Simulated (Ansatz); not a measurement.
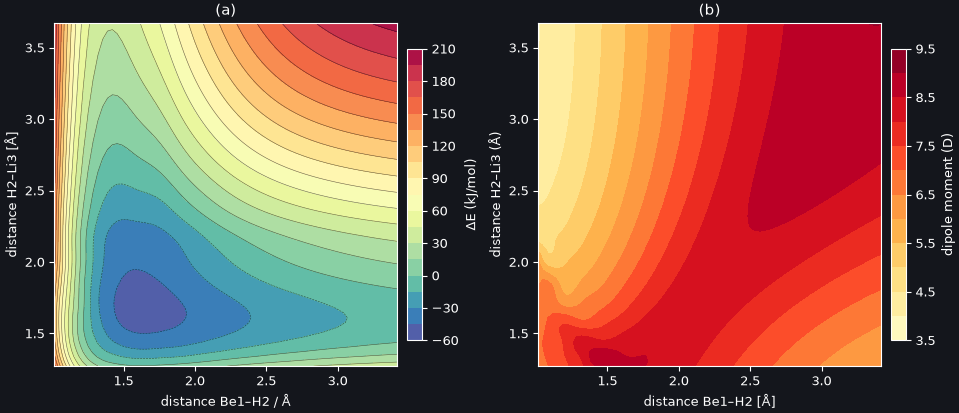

The system Be + HLi. First axis: distance Be1–H2. Second axis: distance H2–Li3. Nothing is relaxed (the angle Be1–H2–Li3 is fixed at 140 degrees). The scan uses a 16 × 16 grid. Energies: kJ/mol, counted from Be far from the relaxed HLi (each part in its own basis). The reference is spin-restricted, so regions where a bond is pulled apart into radicals lie too high. Level of theory: RKS PBE-D4/aug-cc-pVTZ in Ansatz.

Panel (a) is the energy and panel (b) the computed dipole moment on the same grid.

The picture shows filled contours. Between grid points the surface is interpolated.

### How does the dipole moment vary over the map, and what is it at the lowest grid point?

Leaving out the highest fifth of the energies, it runs from 4.23 D at distance Be1–H2 = 1.087 Å, distance H2–Li3 = 2.876 Å to 8.86 D at distance Be1–H2 = 1.446 Å, distance H2–Li3 = 1.343 Å. At the lowest grid point, distance Be1–H2 = 1.591 Å, distance H2–Li3 = 1.702 Å, it is 7.26 D.
